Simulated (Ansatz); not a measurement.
## Electronic structure of ClHNSi$_{2}$ (charge −1) in real space

Input

```
crystal:
  periodic: [false, false, false]
  atoms:
    - {symbol: Cl, position_ang: [-2.110021, -1.064134, 0.942432]}
    - {symbol: "N", position_ang: [-0.926290, 1.353090, 2.584204]}
    - {symbol: Si, position_ang: [-0.941040, -0.280813, 2.778491]}
    - {symbol: Si, position_ang: [-1.026694, 3.026789, 2.624630]}
    - {symbol: H, position_ang: [0.275841, 3.396718, 1.833399]}
basis:
  gaussian:
    orbitals: def2-TZVPD
total_charge: -1
hamiltonian:
  xc: {name: PBE0}
output: {forces: true, orbitals: {seedname: orbitals}}
```

Launched as:

```sh
ansatz run input.yaml --threads 1 --pin off --max-ram 2610MiB --events-out events.jsonl --progress --plain --runs-dir runs
```

Geometry: B3LYP-D3(BJ)/def2-SVPD.

Theory: isolated molecule in a Gaussian basis; Kohn-Sham density functional theory, functional PBE0 in Ansatz 0.2.0.

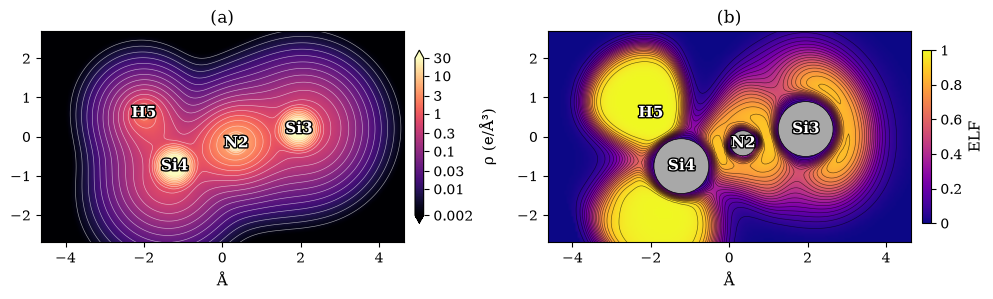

Figure 1. (a) electron density; (b) ELF on the plane of atoms N2, Si4 and H5. Grey discs cover the atomic cores in the ELF map.

Q: What does the map show?

A: The plane passes through N, Si and H nuclei.
Si–N (1.65 Å): the density is about 1.2 e/Å³ at the midpoint; the ELF peaks at about 0.85 between the atoms (a short, strongly polar bond).
Si–H (1.57 Å): ρ at the midpoint is about 0.69 e/Å³; the ELF climbs to about 1 towards the hydrogen, as it does in any bond to H.
The ELF also peaks beside Si4 and Si3, away from the bonds: lone-pair regions.

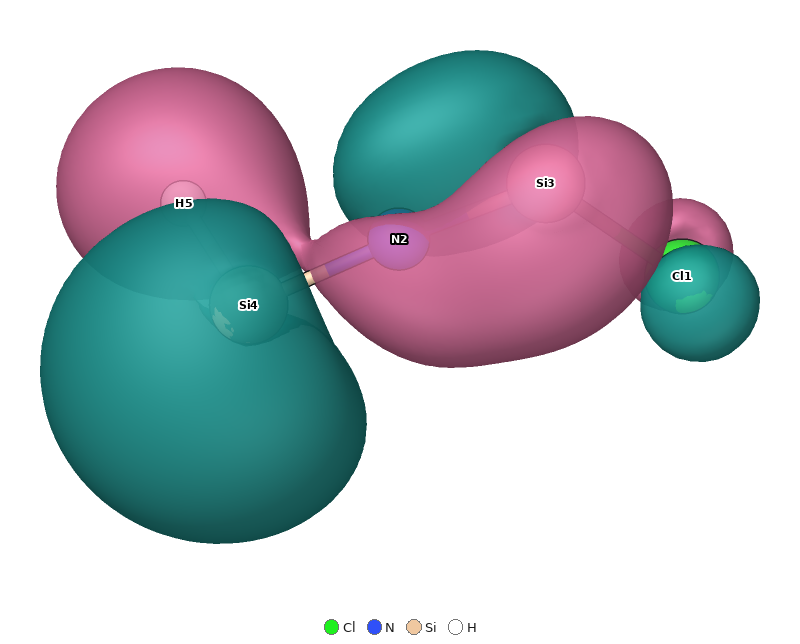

Figure 2. The HOMO at ±0.06 Å⁻³ᐟ² (teal and pink are the two phases), seen from one side.

Q: Where does this orbital lie, and at what energy?

A: Its weight (Hirshfeld) is mainly on Si4 (about 55 %), H5 (about 15 %), N2 (about 15 %) and Si3 (about 10 %). Its energy is −1.51 eV.

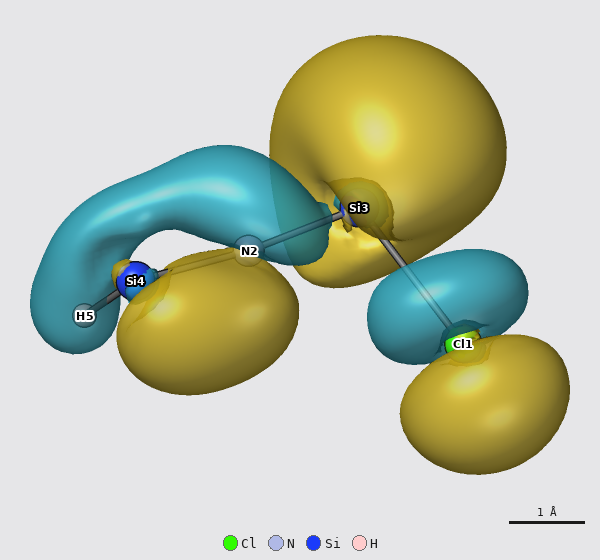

Figure 3. The HOMO−1 at ±0.06 Å⁻³ᐟ² (yellow and cyan are the two phases), seen across its widest extent.

Q: What is the character of this orbital?

A: Its weight (Hirshfeld) is mainly on Si3 (about 55 %), Cl1 (about 20 %), N2 (about 15 %) and Si4 (about 10 %). Its energy is −2.30 eV.
